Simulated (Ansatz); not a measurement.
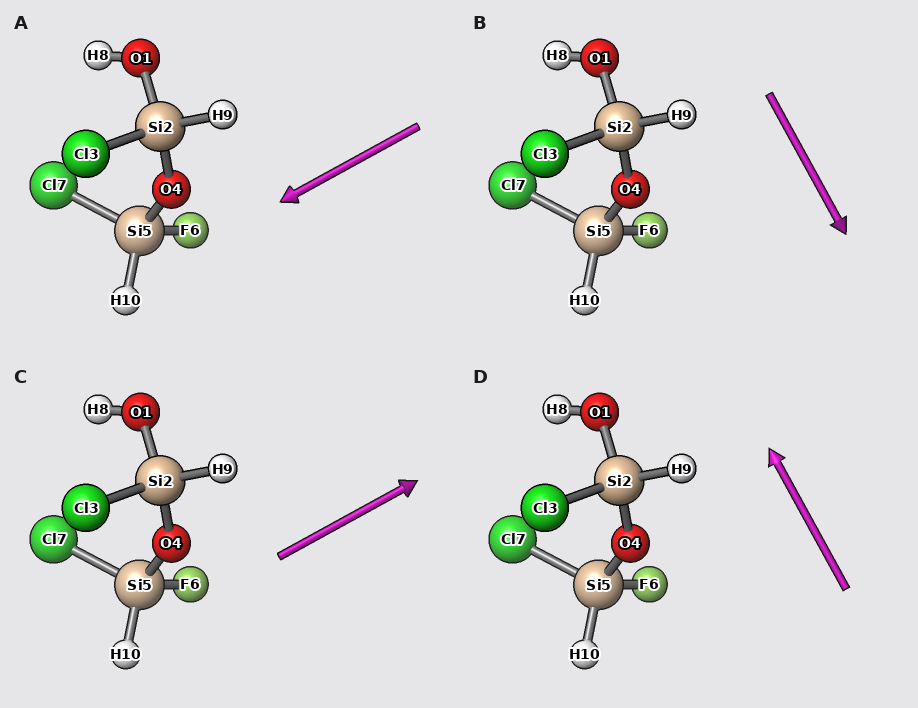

The same molecule four times, each with an arrow. Computed geometry: PBE0-D4/def2-TZVP optimisation. No frequency run is at hand to confirm it as a minimum. Method: RKS B3LYP-D4/def2-TZVPP (Ansatz 0.2.0).

### Which arrow points along the dipole moment, from the negative to the positive end?

A. The dipole moment is 0.60 D; it points from the side of H9 to the side of Cl3, Cl7, H10 (the outermost atoms at the two ends).
